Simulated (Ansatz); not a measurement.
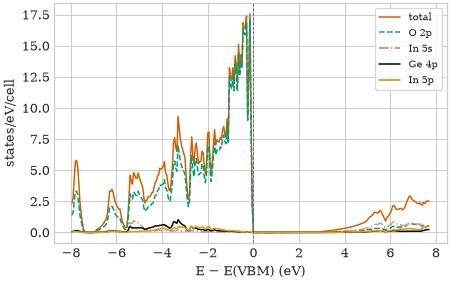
Total and projected density of states of In2Ge2O7 in space group C2/m (No. 12; Pearson symbol mS22), plane-wave PAW r²SCAN (Ansatz code)

Q: Which orbitals carry the states next to the gap?

A: Top 1 eV of the valence band: O 2p 96 %. Bottom 1 eV of the conduction band: In 5s 41 %, O 2s 24 %, Ge 4s 16 %, O 2p 11 %, In 5p 6 %. Projections are on Löwdin-orthogonalised atomic valence shells; empty p or d shells of many metals are not among them.

The first step of the workflow began from a Materials Project structure, measured or hypothetical; the Crystallography Open Database files this formula in space group No. 12, but the cells were not matched. Its standing as an ambient phase is unchecked. The r²SCAN relaxation kept the symmetry of its start; its stability against distortions is not shown here. Spin–orbit coupling is left out wherever it is not named.

Potentials: the later of the program's two PAW sets.
